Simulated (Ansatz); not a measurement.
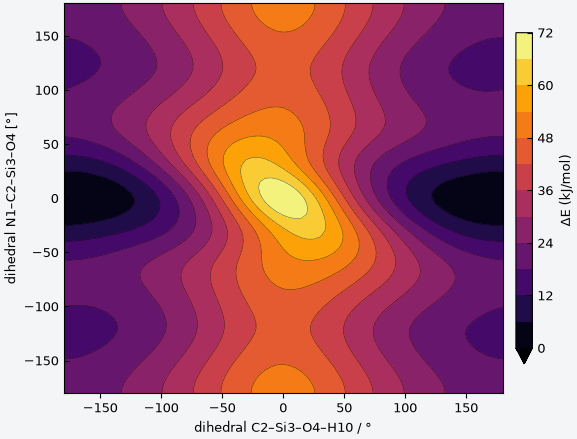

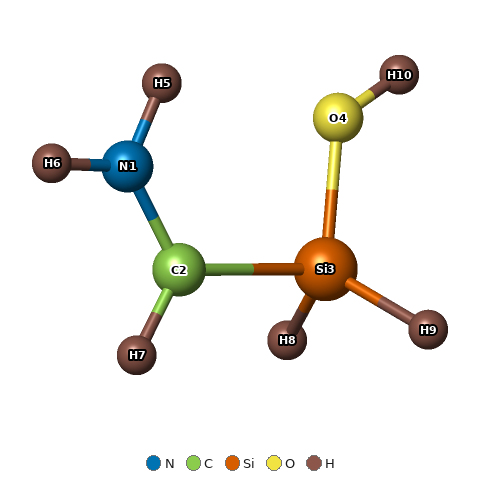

Energy landscape of CH₆NOSi, charge +1. The first coordinate is: dihedral C2–Si3–O4–H10; the second: dihedral N1–C2–Si3–O4. Nothing is relaxed (all other coordinates rigid). The scan uses a 12 × 12 grid; 78 points were computed and 66 follow by symmetry. Points are written as (first, second). Energies are in kJ/mol, from the lowest grid point. Theory: Ansatz, RHF/def2-TZVP.

The picture shows filled contours. Between grid points the surface is interpolated. The second picture is the structure at the lowest point.

Describe this landscape.

Answer. The lowest grid point is at (−180°, 0°). A higher local minimum lies near (−180°, −120°) (16.4 kJ/mol above the lowest at that grid point). The highest grid point, (0°, 0°), lies 70.9 kJ/mol above the lowest. On the interpolated surface the easiest way out of the lowest well to the well at (−180°, 120°) passes a barrier of about 20 kJ/mol. Round the minimum the two coordinates are nearly uncoupled.

The whole map (78 points run) took 5.5 min on 1 thread of Arm Neoverse V1 (shared host).
